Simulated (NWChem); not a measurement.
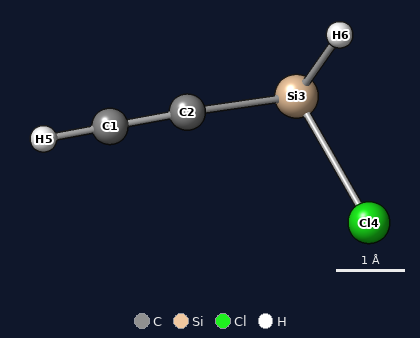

*The structure (ball-and-stick view, seen at a tilt; atoms are numbered from 1 in the order of the input).*

# C2H2ClSi (charge −1): excited-state calculation (part 1 of 3)

System: C2H2ClSi, charge −1, SMILES C#C[SiH-]Cl.
Method: TDDFT (HSE03 (NWChem form))/MINI, RKS (NWChem 7.3.0).

The geometry comes from this level: GFN2-xTB.

### The input
```
start c2h2clsi
title "C2H2ClSi HSE03 (NWChem form)"
memory stack 880 mb heap 220 mb global 1100 mb
charge -1

geometry units angstroms noautosym nocenter noautoz
   C     0.758700    0.541450   -1.456510
   C     0.250300    0.345680   -0.379210
   Si   -0.094570    0.107390    1.437140
   Cl   -0.513450   -2.167770    1.399230
   H     1.141620    0.692060   -2.430770
   H    -1.542600    0.481190    1.430120
end

basis "ao basis" spherical bse
   * library MINI
end

dft
   xc hse03
   grid fine
   convergence energy 1e-07
   vectors input hcore
   print medium
end

tddft
   rpa
   nroots 4
   notriplet
   target 1
   civecs
   grad
     root 1
   end
end

set lindep:tol 1e-07
task tddft gradient
```

Hardware: 1 thread of AMD EPYC (Zen 5), 16 GiB of memory available, shared host.

Run as:
```bash
nwchem c2h2clsi.nw > c2h2clsi.out
```

### What the program printed
```
Northwest Computational Chemistry Package (NWChem) 7.3.0
             --------------------------------------------------------

           Job information
           ---------------

    nwchem branch   = 7.3.0
    use scalapack   = T
    input           = c2h2clsi.nw
    prefix          = c2h2clsi.
    data base       = ./c2h2clsi.db
    status          = startup
    nproc           =        1

           Memory information
           ------------------

    heap     =     28835834 doubles =      220.0 Mbytes
    stack    =    115343359 doubles =      880.0 Mbytes
    global   =    144179200 doubles =     1100.0 Mbytes (distinct from heap & stack)
    total    =    288358393 doubles =     2200.0 Mbytes
    verify   = yes
    hardfail = no

           Directory information
           ---------------------

  0 permanent = .
  0 scratch   = .

                                NWChem Input Module
                                -------------------

                           C2H2ClSi HSE03 (NWChem form)
                           ----------------------------

 Scaling coordinates for geometry "geometry" by  1.889725989
 (inverse scale =  0.529177249)

                             Geometry "geometry" -> ""
                             -------------------------

 Output coordinates in angstroms (scale by  1.889725989 to convert to a.u.)

  No.       Tag          Charge          X              Y              Z
 ---- ---------------- ---------- -------------- -------------- --------------
    1 C                    6.0000     0.75870000     0.54145000    -1.45651000
    2 C                    6.0000     0.25030000     0.34568000    -0.37921000
    3 Si                  14.0000    -0.09457000     0.10739000     1.43714000
    4 Cl                  17.0000    -0.51345000    -2.16777000     1.39923000
    5 H                    1.0000     1.14162000     0.69206000    -2.43077000
    6 H                    1.0000    -1.54260000     0.48119000     1.43012000

      Atomic Mass
      -----------

      C                 12.000000
      Si                27.976930
      Cl                34.968850
      H                  1.007825

 Effective nuclear repulsion energy (a.u.)     157.0320704162

            Nuclear Dipole moment (a.u.)
            ----------------------------
        X                 Y               Z
 ---------------- ---------------- ----------------
    -8.3140573566   -54.5235080581    60.2669522552

            XYZ format geometry
            -------------------
     6
 geometry
 C                     0.75870000     0.54145000    -1.45651000
 C                     0.25030000     0.34568000    -0.37921000
 Si                   -0.09457000     0.10739000     1.43714000
 Cl                   -0.51345000    -2.16777000     1.39923000
 H                     1.14162000     0.69206000    -2.43077000
 H                    -1.54260000     0.48119000     1.43012000

 ==============================================================================
                                internuclear distances
 ------------------------------------------------------------------------------
       center one      |      center two      | atomic units |  angstroms
 ------------------------------------------------------------------------------
    2 C                |   1 C                |     2.28131  |     1.20722
    3 Si               |   2 C                |     3.52263  |     1.86409
    4 Cl               |   3 Si               |     4.37228  |     2.31371
    5 H                |   1 C                |     1.99855  |     1.05759
    6 H                |   3 Si               |     2.82611  |     1.49552
 ------------------------------------------------------------------------------
                         number of included internuclear distances:          5
 ==============================================================================

 ==============================================================================
                                 internuclear angles
 ------------------------------------------------------------------------------
        center 1       |       center 2       |       center 3       |  degrees
 ------------------------------------------------------------------------------
    2 C                |   1 C                |   5 H                |   176.07
    1 C                |   2 C                |   3 Si               |   165.51
    2 C                |   3 Si               |   4 Cl               |    98.23
    2 C                |   3 Si               |   6 H                |    98.20
    4 Cl               |   3 Si               |   6 H                |    94.04
 ------------------------------------------------------------------------------
                            number of included internuclear angles:          5
 ==============================================================================

 Summary of "ao basis" -> "" (spherical)
 ------------------------------------------------------------------------------
       Tag                 Description            Shells   Functions and Types
 ---------------- ------------------------------  ------  ---------------------
 *                            MINI                    on all atoms

 tddft_input: filename not found; default name will be used

                                 NWChem DFT Module
                                 -----------------

                           C2H2ClSi HSE03 (NWChem form)

                      Basis "ao basis" -> "ao basis" (spherical)
                      -----
  [basis functions not shown]

 Summary of "ao basis" -> "ao basis" (spherical)
 ------------------------------------------------------------------------------
       Tag                 Description            Shells   Functions and Types
 ---------------- ------------------------------  ------  ---------------------
 C                            MINI                   3        5   2s1p
 Si                           MINI                   5        9   3s2p
 Cl                           MINI                   5        9   3s2p
 H                            MINI                   1        1   1s

 Summary of "ao basis" -> "ao basis" (spherical)
 ------------------------------------------------------------------------------
       Tag                 Description            Shells   Functions and Types
 ---------------- ------------------------------  ------  ---------------------
 C                            MINI                   3        5   2s1p
 Si                           MINI                   5        9   3s2p
 Cl                           MINI                   5        9   3s2p
 H                            MINI                   1        1   1s

  int_init: cando_txs set to always be  F
  Caching 1-el integrals

            General Information
            -------------------
          SCF calculation type: DFT
          Wavefunction type:  closed shell.
          No. of atoms     :     6
          No. of electrons :    46
           Alpha electrons :    23
            Beta electrons :    23
          Charge           :    -1
          Spin multiplicity:     1
          Use of symmetry is: off; symmetry adaption is: off
          Maximum number of iterations:  50
          This is a Direct SCF calculation.
          AO basis - number of functions:    30
                     number of shells:    18
          Convergence on energy requested:  1.00D-07
          Convergence on density requested:  1.00D-05
          Convergence on gradient requested:  5.00D-04

              XC Information
              --------------
                        HSE03 Method XC Functional
                     Hartree-Fock (Exact) Exchange  0.250
          PerdewBurkeErnzerhof Exchange Functional  1.000
                     CAM-PBE96 Exchange Functional -0.250
            Perdew 1991 LDA Correlation Functional  1.000 local
           PerdewBurkeErnz. Correlation Functional  1.000 non-local

           Range-Separation Parameters
           ---------------------------
           Alpha           :  0.00
           Beta            :  1.00
           Gamma           :  0.33
           Short-Range HF  :     T

             Grid Information
             ----------------
          Grid used for XC integration:  fine
          Radial quadrature: Mura-Knowles
          Angular quadrature: Lebedev.
          Tag              B.-S. Rad. Rad. Pts. Rad. Cut. Ang. Pts.
          ---              ---------- --------- --------- ---------
          C                   0.70       70          11.0       590
          Si                  1.10      123          11.0       770
          Cl                  1.00      123          12.0       770
          H                   0.35       60          12.0       590
          Grid pruning is: on
          Number of quadrature shells:   506
          Spatial weights used:  Erf1

          Convergence Information
          -----------------------
          Convergence aids based upon iterative change in
          total energy or number of iterations.
          Levelshifting, if invoked, occurs when the
          HOMO/LUMO gap drops below (HL_TOL):  1.00D-02
          DIIS, if invoked, will attempt to extrapolate
          using up to (NFOCK): 10 stored Fock matrices.

                    Damping( 0%)  Levelshifting(0.5)       DIIS
                  --------------- ------------------- ---------------
          dE  on:    start            ASAP                start
          dE off:    2 iters         50 iters            50 iters

      Screening Tolerance Information
      -------------------------------
          Density screening/tol_rho:  1.00D-10
          AO Gaussian exp screening on grid/accAOfunc:  16
          CD Gaussian exp screening on grid/accCDfunc:  20
          XC Gaussian exp screening on grid/accXCfunc:  20
          Schwarz screening/accCoul:  1.00D-08

 Setting tolerance for linear dependence to 1.00D-07

      Non-variational initial energy
      ------------------------------

 Total energy =     157.032070
 1-e energy   =       0.000000
 2-e energy   =       0.000000
 HOMO         =     -12.318680
 LUMO         =     -12.238893

   Time after variat. SCF:      0.0
   Time prior to 1st pass:      0.0

 Grid_pts file          = ./c2h2clsi.gridpts.0
 Record size in doubles =  12289        No. of grid_pts per rec  =   3070
 Max. records in memory =    141        Max. recs in file   = *********

           Memory utilization after 1st SCF pass:
           Heap Space remaining (MW):        0.00                 452
          Stack Space remaining (MW):      115.34           115343020

   convergence    iter        energy       DeltaE   RMS-Dens  Diis-err    time
 ---------------- ----- ----------------- --------- --------- ---------  ------
 d= 0,ls=0.0,diis     1   -813.7615874672 -9.71D+02  5.61D-01  1.07D+01     0.3
 d= 0,ls=0.0,diis     2   -815.3836993523 -1.62D+00  3.62D-01  1.36D+01     0.5
 d= 0,ls=0.0,diis     3   -822.2527217994 -6.87D+00  5.52D-02  1.16D+00     0.7
 d= 0,ls=0.0,diis     4   -822.3706683504 -1.18D-01  4.24D-02  5.48D-01     1.0
 d= 0,ls=0.0,diis     5   -822.4394697730 -6.88D-02  3.03D-02  1.57D-01     1.2
  Resetting Diis
 d= 0,ls=0.0,diis     6   -822.4785320028 -3.91D-02  6.97D-03  6.23D-03     1.4
 d= 0,ls=0.0,diis     7   -822.4803043636 -1.77D-03  3.69D-03  3.68D-04     1.6
 d= 0,ls=0.0,diis     8   -822.4802467384  5.76D-05  1.91D-03  6.18D-04     1.8
 d= 0,ls=0.0,diis     9   -822.4804168769 -1.70D-04  2.63D-04  5.78D-05     2.1
 d= 0,ls=0.0,diis    10   -822.4804264986 -9.62D-06  3.12D-05  8.55D-08     2.3
 d= 0,ls=0.0,diis    11   -822.4804265252 -2.66D-08  8.83D-06  7.62D-09     2.5

         Total DFT energy =     -822.480426525160
      One electron energy =    -1455.707789121354
           Coulomb energy =      536.605918144105
    Exchange-Corr. energy =      -60.410625964145
 Nuclear repulsion energy =      157.032070416234

 Numeric. integr. density =       46.000000372814

     Total iterative time =      2.5s
```
